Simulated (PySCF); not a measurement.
# C5H7NO2Si: what the fields show

```csv
atom,x (Å),y (Å),z (Å)
C,-1.8461,1.2036,0.0904
O,-0.7173,0.5950,-0.4881
C,-0.4460,-0.7141,-0.0140
C,-1.3964,-1.6852,-0.4784
N,-2.1419,-2.4576,-0.8768
Si,1.3236,-1.0269,-0.7128
C,2.3848,0.2867,0.1019
C,1.8622,1.2876,0.7310
O,1.3457,2.1439,1.3180
H,-1.9255,2.1901,-0.3618
H,-2.7582,0.6308,-0.1115
H,-1.7219,1.3089,1.1754
H,-0.4464,-0.7381,1.0881
H,1.2586,-0.8776,-2.1659
H,1.7684,-2.3646,-0.3063
H,3.4489,0.2267,-0.0244
```

Geometry: GFN2-xTB.

Method: PBE0/pcSseg-1, SCF density, gas phase, non-relativistic (PySCF).

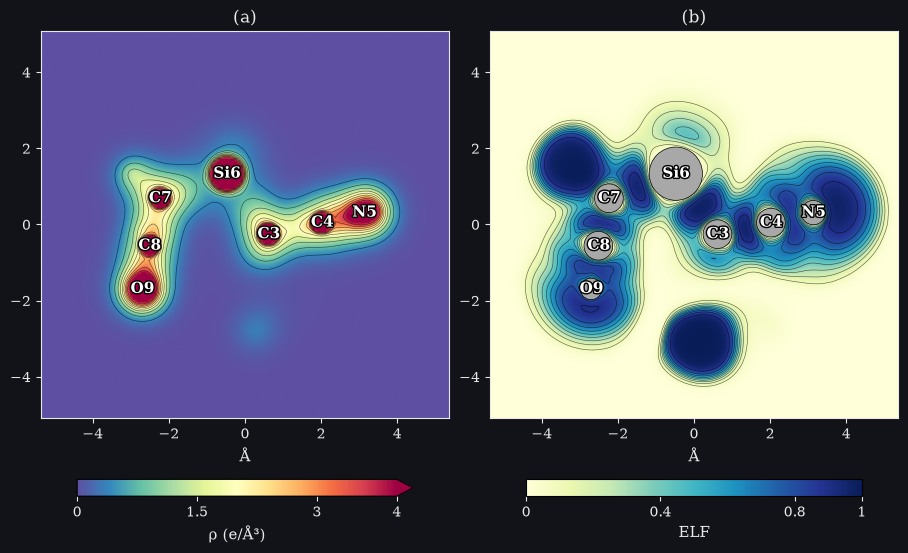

Figure 1. (a) electron density; (b) ELF on the plane of atoms C4, C3 and Si6. Grey discs cover the atomic cores in the ELF map.

Read the bonding off the picture.

Atoms in the plane: C, N, Si and O. C–N (1.15 Å): ρ is about 3.6 e/Å³ halfway; the ELF peaks at about 0.85 between the atoms; a multiple bond. C–O (1.16 Å): the density is about 3.6 e/Å³ at the midpoint; the ELF peaks at about 0.85 between the atoms; a multiple bond. C–C (1.29 Å): ρ at the midpoint is about 2.3 e/Å³; the ELF peaks at about 0.90 between the atoms: a multiple bond. C–Si (1.87 Å): ρ at the midpoint is about 0.88 e/Å³; the ELF peaks at about 0.95 between the atoms; a shared electron pair. C–C (1.44 Å): the density is about 1.9 e/Å³ at the midpoint; the ELF peaks at about 0.95 between the atoms: a covalent bond. The ELF also peaks beside O9 and N5, away from the bonds: lone-pair regions.

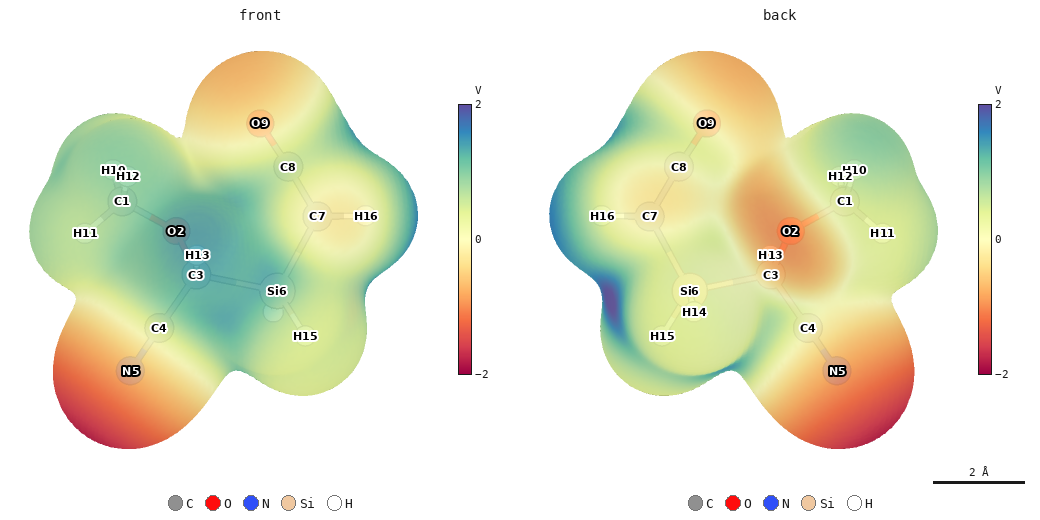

Figure 2. The electrostatic potential painted on the density surface at 0.002 e/bohr³, seen from the front and from behind; red is negative and blue positive.

Where is the surface potential most negative and most positive?

The most negative region (about −1.8 V) lies over N5, the most positive (about +1.9 V) over Si6. N5 is the likeliest acceptor of a hydrogen bond.

What dipole moment does the calculation give?

Its dipole moment is 2.94 D.
